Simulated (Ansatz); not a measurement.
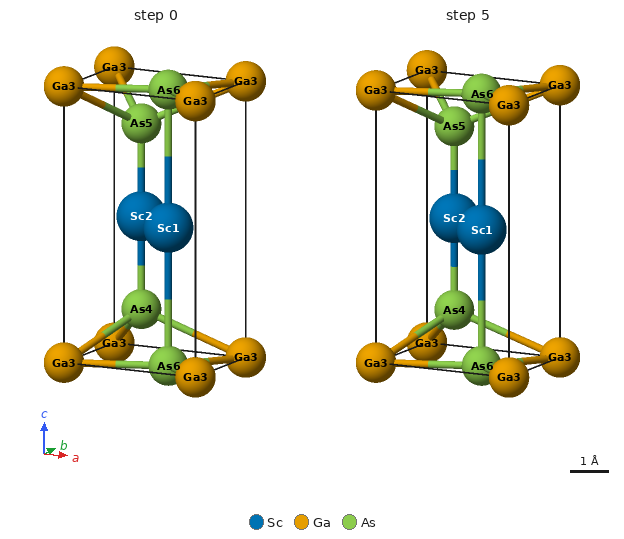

The structure of a crystal of Sc₂GaAs₃ (a generated structure, set up in P-6m2) (coarse preliminary run) before (left) and after (right) a relaxation, at one scale.

The picture is a ball-and-stick view of the cell of the calculation, seen slightly off an axis.

These are results of DFT PBE, scalar-relativistic, plane waves, PAW (Ansatz 0.2.0), not measurements.

Input file:
```yaml
crystal:
  lattice:
    - [4.9824193676, 0.0, 0.0]
    - [-2.4912096838, 4.3149017447, 0.0]
    - [0.0, 0.0, 7.3729441621]
  atoms:
    - { symbol: Sc, position: [0.6666666667, 0.3333333333, 0.5] }
    - { symbol: Sc, position: [0.3333333333, 0.6666666667, 0.5] }
    - { symbol: Ga, position: [0.0, 0.0, 0.0] }
    - { symbol: As, position: [0.3333333333, 0.6666666667, 0.1639534787] }
    - { symbol: As, position: [0.3333333333, 0.6666666667, 0.8360465213] }
    - { symbol: As, position: [0.6666666667, 0.3333333333, 0.0] }
basis:
  ecutwfc: 420
kpoints:
  mp_grid: { grid: [6, 6, 4] }
hamiltonian:
  xc: pbe
scf:
  occupations: { method: gaussian, width: 0.1 }
  lower_state_search: "off"
output:
  forces: true
  stress: true
  eigenvalues: true
relax:
  adjacent_minimum: "off"
  f_tol: 0.04
  max_steps: 70
  cell: { stress_tol: 0.4 }
```

Launched with:
```bash
ansatz run input.yaml --threads 1 --pin off --max-ram 2560MiB --backend cpu --events-out ev --progress --plain --runs-dir out
```

### Describe what moved and what it gained.

The largest moves relative to the cell, 0.008 Å, are those of As4 and As5. As4 goes along −c. Sc and Ga stay in place. The volume changes by +0.9 %, with a = b 4.982 → 5.042 Å (+1.2 %), c 7.373 → 7.268 Å (−1.4 %). Near-neighbour distances that change, for instance: Sc1–As6 3.686 → 3.634 Å, As4–As5 2.418 → 2.368 Å, Ga3–As6 2.877 → 2.911 Å, Sc1–Sc2 2.877 → 2.911 Å. The space group stays P-6m2 (No. 187). Over 4 accepted moves (5 points after the start) the energy falls by 17.2 meV per cell of the calculation. The largest force component goes from 0.1 to under 0.0001 eV/Å. Pressure: −0.05 GPa at the start and −0.01 GPa at the end. The SCF was repeated once at an unchanged geometry on a basis and grid sized afresh for the cell, which shifted the energy by 0.2 meV per cell of the calculation at most. Cost: 2.8 min on 1 thread of Intel(R) Xeon(R) Processor @ 2.50GHz (Skylake/Cascade Lake), with other jobs on the host, peak memory 0.5 GiB.
